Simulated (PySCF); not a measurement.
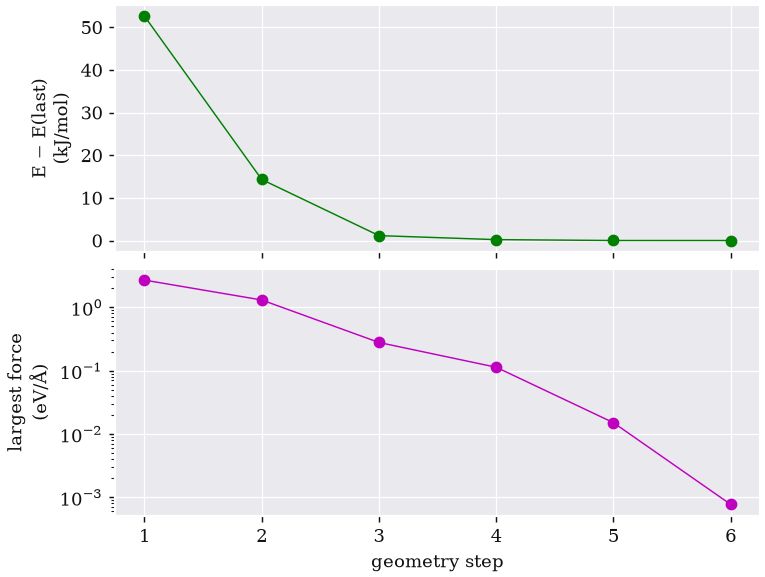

History of a geometry optimisation.

System: Mn$_{2}$ (charge +1), multiplicity 12.
Method: PBE0-D3(BJ)/def2-SVP, geometry optimisation in PySCF 2.14.0, density fitting.

### How did the optimisation end?

The optimisation met its thresholds at geometry 6, counting the start as the first. The energy fell by about 53 kJ/mol from the first step to the last. The largest force goes from about 2.7 eV/Å at the start to 8 × 10⁻⁴ eV/Å at the end.
